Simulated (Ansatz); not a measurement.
C$_{3}$H$_{7}$F$_{2}$In (SMILES CC[CH2][In]([F])[F])

Input

```
crystal:
  periodic: [false, false, false]
  atoms:
    - {symbol: C, position_ang: [-1.178559, 1.498820, -0.215383]}
    - {symbol: C, position_ang: [-0.651956, 0.706235, 0.971546]}
    - {symbol: C, position_ang: [-0.710933, -0.804002, 0.780999]}
    - {symbol: F, position_ang: [0.651286, -3.245831, -1.675864]}
    - {symbol: F, position_ang: [0.939504, -0.170885, -2.368800]}
    - {symbol: In, position_ang: [0.263552, -1.441150, -1.027793]}
    - {symbol: H, position_ang: [-2.218010, 1.219075, -0.453628]}
    - {symbol: H, position_ang: [-0.562142, 1.324664, -1.114815]}
    - {symbol: H, position_ang: [-1.166939, 2.580136, -0.013538]}
    - {symbol: H, position_ang: [0.384485, 1.014609, 1.189059]}
    - {symbol: H, position_ang: [-1.233620, 0.960108, 1.876403]}
    - {symbol: H, position_ang: [-1.747370, -1.167978, 0.686569]}
    - {symbol: H, position_ang: [-0.244137, -1.362737, 1.606187]}
basis:
  gaussian:
    orbitals: def2-SVPD
hamiltonian:
  xc: {name: PBE0}
output: {forces: true, orbitals: {seedname: orbitals}}
```

Run with:

```sh
ansatz run input.yaml --threads 2 --pin off --max-ram 6090MiB --events-out events.jsonl --progress --plain --runs-dir runs
```

Geometry: PBE0-D4/def2-SVP; core potentials replace the inner electrons of In.

These are results of Ansatz 0.2.0, isolated molecule in a Gaussian basis; Kohn-Sham density functional theory, functional PBE0, not measurements.

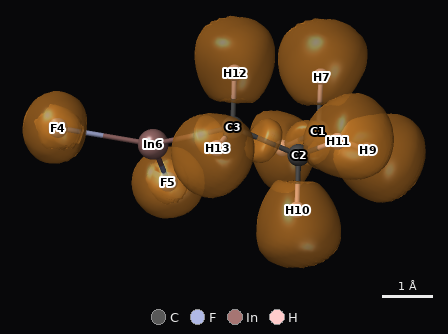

Figure 1. Isosurface of the ELF at 0.8 (orange), seen from one side. Core shells and regions of very low density are left out.

Question: Describe the localisation domains.

Answer: The surface consists of two regions between bonded C–C atoms (shared pairs), seven regions around hydrogen nuclei, one lobe of the valence shell of C pointing towards In (polar bonds) and two regions wrapped around F (the valence shell of each). Along the contacts the grid gives the following. C–C (1.52 Å): the ELF peaks at about 0.95 between the atoms (a shared electron pair). In–F (1.96 Å): the ELF peaks at about 0.85 in the valence shell of F, 0.5 Å from its nucleus, and drops to about 0.10 between the two atoms.

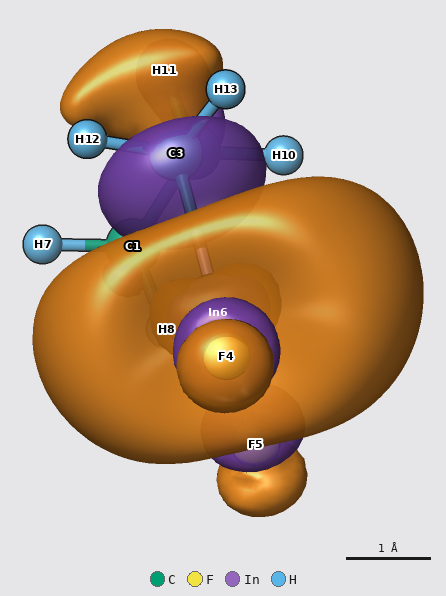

Figure 2. One frontier orbital at ±0.08 Å⁻³ᐟ² (orange and purple are the two phases), seen at an oblique angle.

Question: Which orbital is it: HOMO or LUMO?

Answer: The LUMO, at −1.78 eV. Its weight (Hirshfeld) is mainly on In6 (about 55 %), C3 (about 15 %), F4 (about 10 %) and F5 (about 10 %).

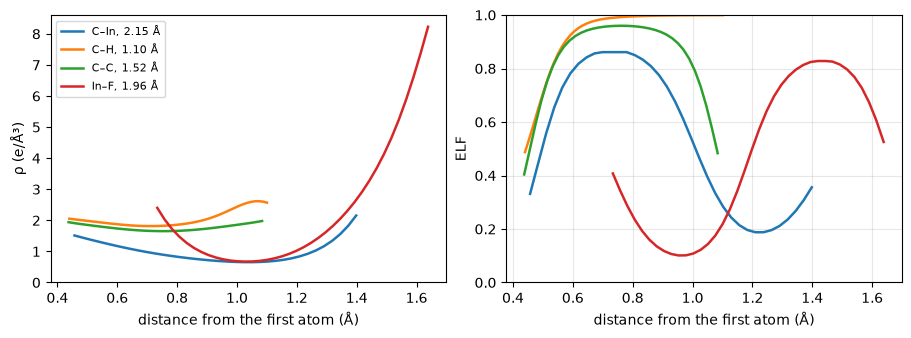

Figure 3. Electron density and electron localisation function along straight lines between neighbouring atoms. The curves leave out the atomic cores.

Question: What can be read from the curves?

Answer: C–In (2.15 Å): ρ is about 0.66 e/Å³ halfway; the ELF peaks at about 0.85 in the valence shell of C, 0.7 Å from its nucleus, and drops to about 0.20 between the two atoms.
C–H (1.10 Å): ρ is about 1.9 e/Å³ halfway; the ELF climbs to about 1 towards the hydrogen, as it does in any bond to H: a covalent bond by its length.
C–C (1.52 Å): ρ at the midpoint is about 1.7 e/Å³; the ELF peaks at about 0.95 between the atoms (localised, covalent bonding).
In–F (1.96 Å): the density is about 0.71 e/Å³ at the midpoint; the ELF peaks at about 0.85 in the valence shell of F, 0.5 Å from its nucleus, and drops to about 0.10 between the two atoms.

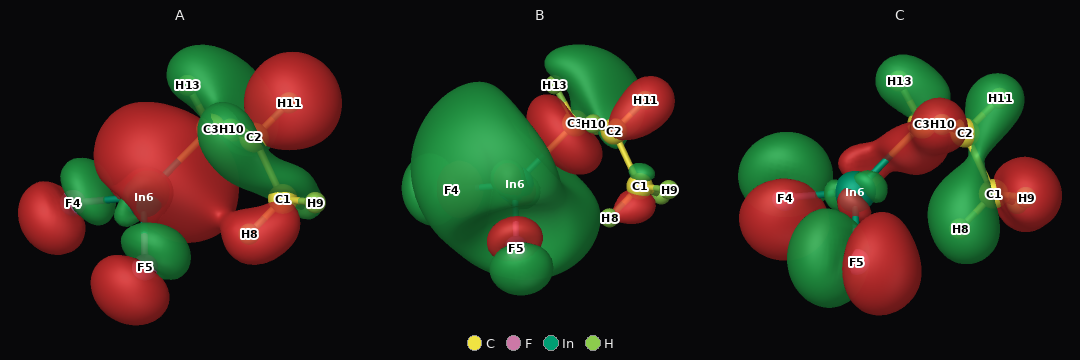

Figure 4. Three frontier orbitals at ±0.05 Å⁻³ᐟ² (green and red are the two phases), in no order.

Question: Order the three orbitals by energy and name them.

Answer: C is the HOMO−1 (−9.99 eV). By Hirshfeld shares it lies mainly on F5 (about 45 %), F4 (about 30 %) and C1 (about 5 %); largely a combination of lone pairs on F5 and F4. A is the HOMO (−8.65 eV). By Hirshfeld shares it lies mainly on C3 (about 25 %), In6 (about 20 %), F5 (about 15 %), C2 (about 10 %), F4 (about 10 %) and H11 (about 5 %). B is the LUMO (−1.78 eV). It lies mainly on In6 (about 55 %), C3 (about 15 %), F4 (about 10 %) and F5 (about 10 %).

Question: What is the HOMO–LUMO gap?

Answer: 6.87 eV between the orbital energies.
